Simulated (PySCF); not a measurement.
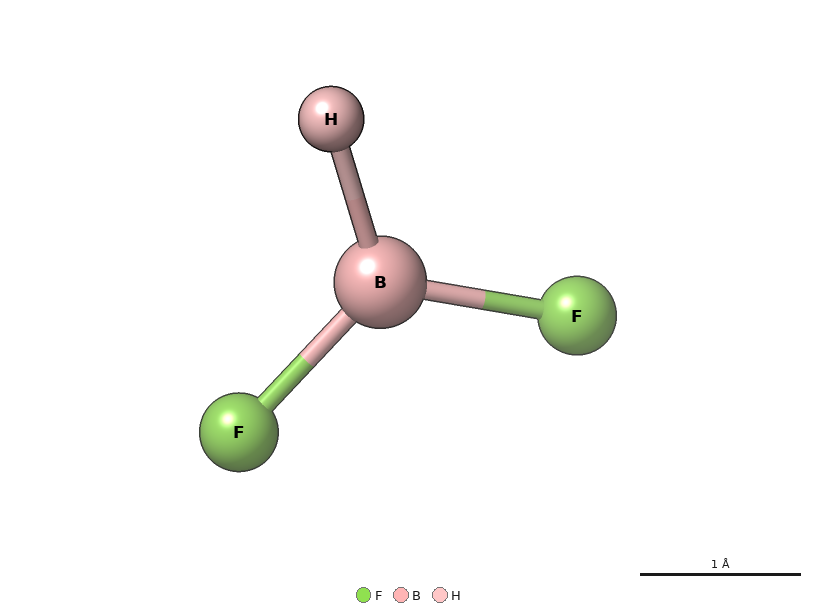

Depth is shown by fading: the farther an atom, the more it takes the colour of the background. The geometry was computed by an optimisation with PBE0-D3(BJ)/def2-SVP. No frequency run is at hand to confirm it as a minimum. Masses are those of the most abundant isotopes; constants are for the rigid equilibrium geometry.

Q: What kind of rotor is it, and what are its rotational constants in GHz?

A: An asymmetric top (C2v): A = 73.8, B = 10.5, C = 9.19 GHz. Ray's parameter κ is −0.96, close to the prolate limit.
